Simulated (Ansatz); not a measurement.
# CH8B2N2Si: what the fields show

The calculation's input:

```
crystal:
  periodic: [false, false, false]
  atoms:
    - { symbol: B, position_ang: [0.1049, -2.2067, 0.4115] }
    - { symbol: Si, position_ang: [0.1928, -0.2315, 0.3239] }
    - { symbol: "N", position_ang: [0.88034, 0.40162, -1.17426] }
    - { symbol: B, position_ang: [0.75317, 0.72839, 1.81559] }
    - { symbol: C, position_ang: [-0.77365, 1.20034, 1.91358] }
    - { symbol: "N", position_ang: [-1.33625, 0.5642, 0.73127] }
    - { symbol: H, position_ang: [0.2655, -2.7977, -0.5731] }
    - { symbol: H, position_ang: [-0.3476, -2.6619, 1.3579] }
    - { symbol: H, position_ang: [1.8779, 0.02312, -1.31446] }
    - { symbol: H, position_ang: [0.33524, -0.02165, -1.99832] }
    - { symbol: H, position_ang: [1.8028, 0.86615, 2.50543] }
    - { symbol: H, position_ang: [-1.25364, 0.85714, 2.80582] }
    - { symbol: H, position_ang: [-0.80809, 2.34108, 1.88134] }
    - { symbol: H, position_ang: [-1.48497, 1.28292, 0.0115] }
basis:
  gaussian: { orbitals: def2-SVP }
hamiltonian:
  xc: pbe
relax:
  f_tol: 0.015
  max_steps: 40
output:
  orbitals: {}
```

Command:

```sh
ansatz run input.yaml --threads 2 --pin off --max-ram 3072MiB --backend cpu --events-out ev --progress --plain --runs-dir out
```

The fields are those of the relaxed geometry.

Level of theory: RKS PBE/def2-SVP in Ansatz 0.2.0.

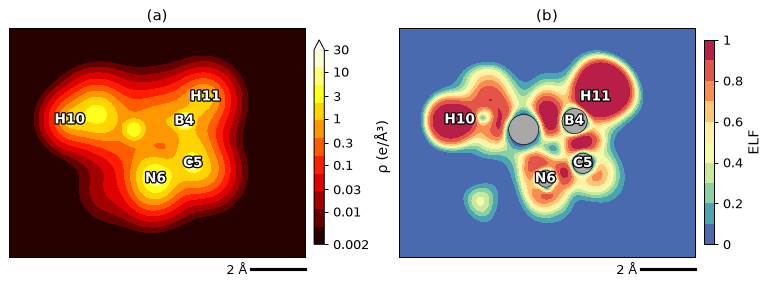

Figure 1. (a) total electron density; (b) ELF on the plane of atoms B4, C5 and N6. Grey discs cover the atomic cores in the ELF map.

**Interpret the plot.**

- Atoms in the plane: B, C, N and H.
- C–N (1.49 Å): ρ at the midpoint is about 1.8 e/Å³; the ELF peaks at about 0.95 between the atoms; a covalent bond.
- C–B (1.60 Å): the density is about 1.3 e/Å³ at the midpoint; the ELF peaks at about 0.95 between the atoms (a covalent bond).
- The ELF also peaks beside N3, away from the bonds: lone-pair regions.

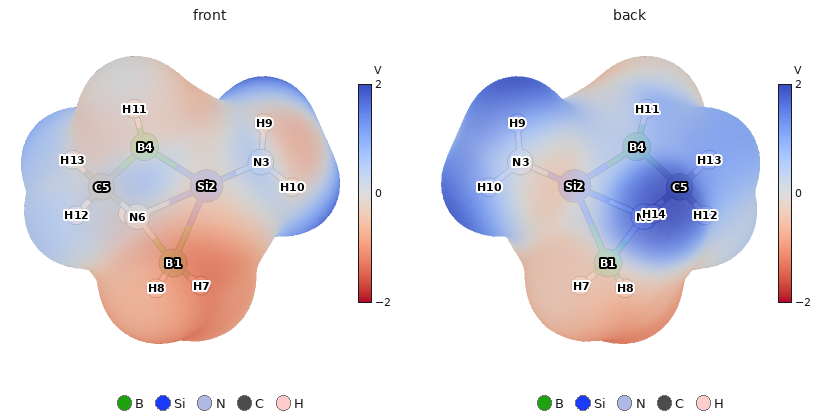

Figure 2. The molecular electrostatic potential painted on the density surface at 0.002 e/bohr³, seen from the front and from behind; the colour scale runs from red (negative) to blue (positive).

**Which sites attract a positive test charge, and which a negative one?**

A positive charge is drawn to the negative regions and a negative charge to the positive ones. The most negative region (about −1.3 V) lies over H8, the most positive (about +1.9 V) over H14.

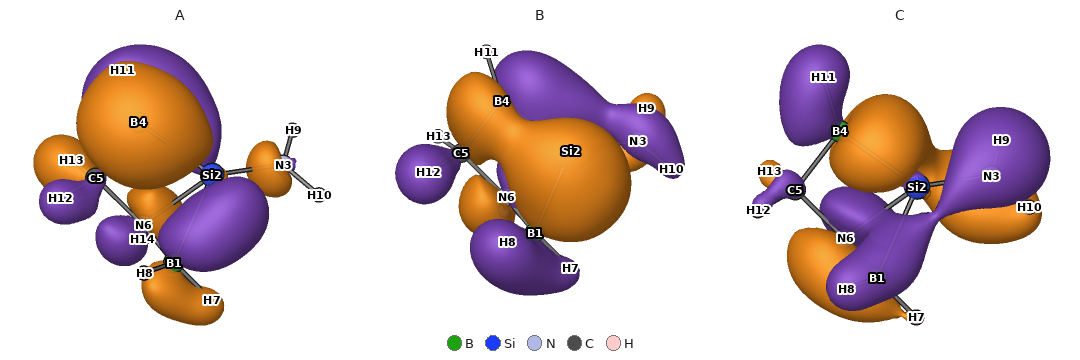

Figure 3. Three frontier orbitals at ±0.08 Å⁻³ᐟ² (orange and purple are the two phases), in no order.

**Order the three orbitals by energy and name them.**

C is the HOMO−1 (−6.09 eV). By Hirshfeld shares it lies mainly on N3 (about 35 %), N6 (about 15 %), Si2 (about 15 %) and B4 (about 15 %). B is the HOMO (−4.90 eV). Its weight (Hirshfeld) is mainly on Si2 (about 35 %), B1 (about 15 %), B4 (about 15 %) and N6 (about 10 %). A is the LUMO (−2.54 eV). By Hirshfeld shares it lies mainly on B4 (about 45 %), Si2 (about 15 %), C5 (about 5 %), B1 (about 5 %) and N6 (about 5 %).

**What is the HOMO–LUMO gap?**

2.36 eV between the orbital energies.
